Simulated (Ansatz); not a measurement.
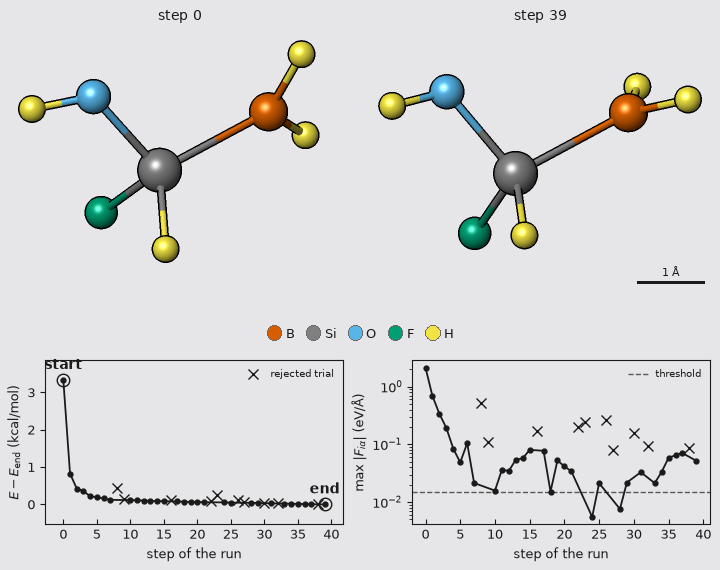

First and last geometry of a relaxation of BSiH4OF, with the history of the run. Style: ball-and-stick. Shown at a tilt.

The run prepares an end point of a later path (torsion) calculation, from a guessed geometry.

All numbers below come from RKS BHLYP-D4/6-31G* (Ansatz). Settings: no spin polarisation; force threshold 0.015 eV/Å; at most 40 steps.

Question: Did the run converge, and what did it change?

Answer: The relaxation stopped without meeting its thresholds, so the last structure isn't shown to be converged. It used up its limit of 40 steps. The energy falls by 3.33 kcal/mol in 29 accepted moves (39 points after the start). The largest force component goes from 2.1 to 0.052 eV/Å. The line search rejected the trial steps at points 8, 9, 16, 22, 23, 26, 27, 30 and more of the run. The forces were under the threshold at step 24, but the run went on from there. The largest move after the best rigid fit is that of an H atom, 0.85 Å. By element the largest moves are H 0.85 Å, F 0.37 Å, O 0.32 Å, Si 0.08 Å, B 0.01 Å. Near-neighbour distances that change, for instance: B–Si 1.947 → 2.011 Å, F–Si 1.633 → 1.605 Å, B–H 1.169 → 1.189 Å, O–Si 1.628 → 1.643 Å. Among the angles between lasting bonds that change: O–Si–F 104.2° → 110.2°, F–Si–H 99.4° → 104.6°, B–Si–O 109.5° → 104.9°. Groups turn about B–Si by about 60°, O–Si by about 25°.

```json
{"step": "0", "E − E(0), kcal/mol": "0.00", "largest force component, eV/Å": "2.1336", "note": ""}
{"step": "1", "E − E(0), kcal/mol": "-2.50", "largest force component, eV/Å": "0.6883", "note": ""}
{"step": "2", "E − E(0), kcal/mol": "-2.91", "largest force component, eV/Å": "0.3384", "note": ""}
{"step": "3", "E − E(0), kcal/mol": "-2.98", "largest force component, eV/Å": "0.1924", "note": ""}
{"step": "4", "E − E(0), kcal/mol": "-3.11", "largest force component, eV/Å": "0.0841", "note": ""}
{"step": "5", "E − E(0), kcal/mol": "-3.14", "largest force component, eV/Å": "0.0486", "note": ""}
{"step": "6", "E − E(0), kcal/mol": "-3.17", "largest force component, eV/Å": "0.1047", "note": ""}
{"step": "7", "E − E(0), kcal/mol": "-3.21", "largest force component, eV/Å": "0.0214", "note": ""}
{"step": "8", "E − E(0), kcal/mol": "-2.89", "largest force component, eV/Å": "0.5183", "note": "rejected"}
{"step": "9", "E − E(0), kcal/mol": "-3.19", "largest force component, eV/Å": "0.1093", "note": "rejected"}
{"step": "10", "E − E(0), kcal/mol": "-3.22", "largest force component, eV/Å": "0.0158", "note": ""}
{"step": "12", "E − E(0), kcal/mol": "-3.23", "largest force component, eV/Å": "0.0346", "note": ""}
{"step": "13", "E − E(0), kcal/mol": "-3.24", "largest force component, eV/Å": "0.0543", "note": ""}
{"step": "15", "E − E(0), kcal/mol": "-3.24", "largest force component, eV/Å": "0.0804", "note": ""}
{"step": "16", "E − E(0), kcal/mol": "-3.22", "largest force component, eV/Å": "0.1707", "note": "rejected"}
{"step": "18", "E − E(0), kcal/mol": "-3.26", "largest force component, eV/Å": "0.0152", "note": ""}
{"step": "19", "E − E(0), kcal/mol": "-3.26", "largest force component, eV/Å": "0.0525", "note": ""}
{"step": "21", "E − E(0), kcal/mol": "-3.27", "largest force component, eV/Å": "0.0341", "note": ""}
{"step": "22", "E − E(0), kcal/mol": "-3.23", "largest force component, eV/Å": "0.2004", "note": "rejected"}
{"step": "24", "E − E(0), kcal/mol": "-3.28", "largest force component, eV/Å": "0.0055", "note": ""}
{"step": "25", "E − E(0), kcal/mol": "-3.29", "largest force component, eV/Å": "0.0212", "note": ""}
{"step": "27", "E − E(0), kcal/mol": "-3.26", "largest force component, eV/Å": "0.0788", "note": "rejected"}
{"step": "28", "E − E(0), kcal/mol": "-3.29", "largest force component, eV/Å": "0.0076", "note": ""}
{"step": "30", "E − E(0), kcal/mol": "-3.28", "largest force component, eV/Å": "0.1568", "note": "rejected"}
{"step": "31", "E − E(0), kcal/mol": "-3.30", "largest force component, eV/Å": "0.0329", "note": ""}
{"step": "33", "E − E(0), kcal/mol": "-3.31", "largest force component, eV/Å": "0.0213", "note": ""}
{"step": "34", "E − E(0), kcal/mol": "-3.31", "largest force component, eV/Å": "0.0332", "note": ""}
{"step": "36", "E − E(0), kcal/mol": "-3.32", "largest force component, eV/Å": "0.0647", "note": ""}
{"step": "37", "E − E(0), kcal/mol": "-3.33", "largest force component, eV/Å": "0.0705", "note": ""}
{"step": "39", "E − E(0), kcal/mol": "-3.33", "largest force component, eV/Å": "0.0518", "note": ""}
```
